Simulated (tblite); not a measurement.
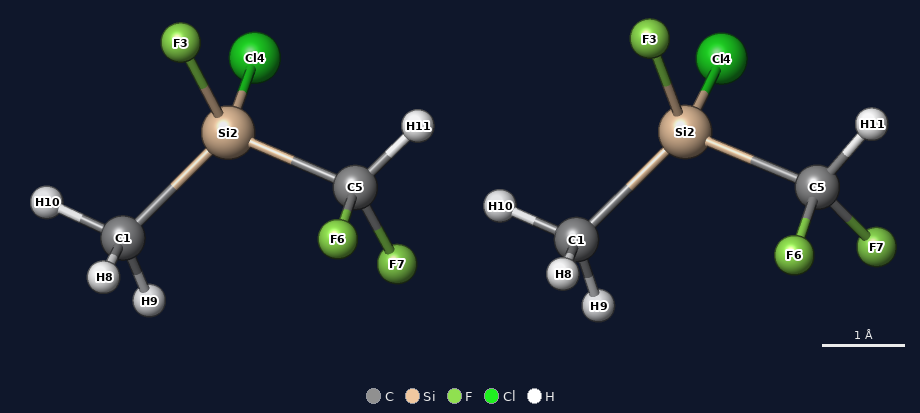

Two geometries of C₂H₄ClF₃Si, drawn at one scale. One is the start of a relaxation, the other its converged end. A ball-and-stick model, seen at a tilt.

Computed with GFN2-xTB geometry optimisation, gas phase in tblite 0.8.0. 

Question: Which one is relaxed?

Answer: The right one is the relaxed one. The atom that moves furthest after the best rigid fit is F7 (0.32 Å). By element the largest moves are F 0.32 Å, H 0.25 Å, Si 0.14 Å, Cl 0.09 Å, C 0.09 Å. Some distances before and after: Si2–C5 1.839 → 1.943 Å, Si2–Cl4 2.060 → 1.994 Å, C1–Si2 1.848 → 1.886 Å, C1–H10 1.108 → 1.087 Å. Among the angles between lasting bonds that change: C1–Si2–Cl4 108.9° → 116.8°, F3–Si2–C5 109.0° → 101.9°. The energy falls by 4.83 kcal/mol in 58 geometry steps. Cost: 0.94 s on 1 thread of Intel(R) Xeon(R) Processor @ 2.70GHz (shared host).
